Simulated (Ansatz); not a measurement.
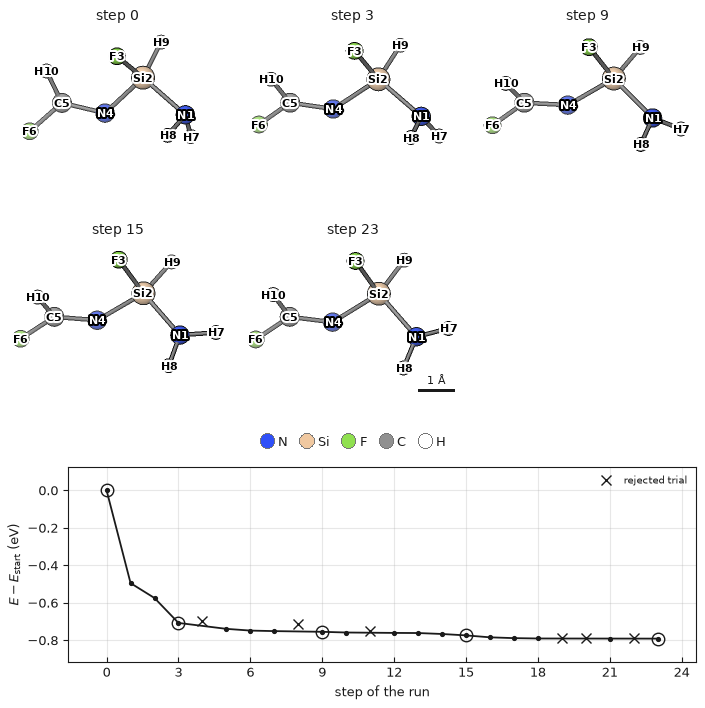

Frames of a relaxation of CH₄F₂N₂Si (coarse preliminary run), marked on the history of the run. The picture is a ball-and-stick view, seen at a tilt.

The start comes from a force field.

Level of theory: RKS PBE-D4/def2-SVP (Ansatz 0.2.0). Settings: force threshold 0.03 eV/Å; at most 200 steps.

### What happens along the run?

Over 17 accepted moves (23 points after the start) the energy falls by 0.791 eV. Largest force component: 2.3 eV/Å at the start, 0.012 eV/Å at the end. The line search rejected the trial steps at points 4, 8, 11, 19, 20, 22 of the run. The forces were under the threshold at step 21, but the run went on from there. The atom that moves furthest after the best rigid fit is H7 (1.39 Å). By element the largest moves are H 1.39 Å, F 0.34 Å, N 0.34 Å, C 0.21 Å, Si 0.17 Å. Near-neighbour distances that change, for instance: Si2–N4 1.659 → 1.749 Å, Si2–F3 1.566 → 1.654 Å, Si2–H9 1.446 → 1.491 Å, N1–H8 0.991 → 1.022 Å. Bond angles that change, for instance: Si2–N1–H7 101.1° → 121.4°, Si2–N1–H8 103.2° → 120.6°, H7–N1–H8 103.4° → 112.0°. Groups turn about Si2–N4 by about 25°. The run took 17 s on 4 threads of Intel Xeon 6975P-C, on a shared host. From step 0 to 3: H10 moves most (0.41 Å), energy −0.707 eV. From step 3 to 9: H7 moves most (0.33 Å), energy −0.047 eV. From step 9 to 15: H7 moves most (0.51 Å), energy −0.019 eV. From step 15 to 23: H7 moves most (0.35 Å), energy −0.017 eV.
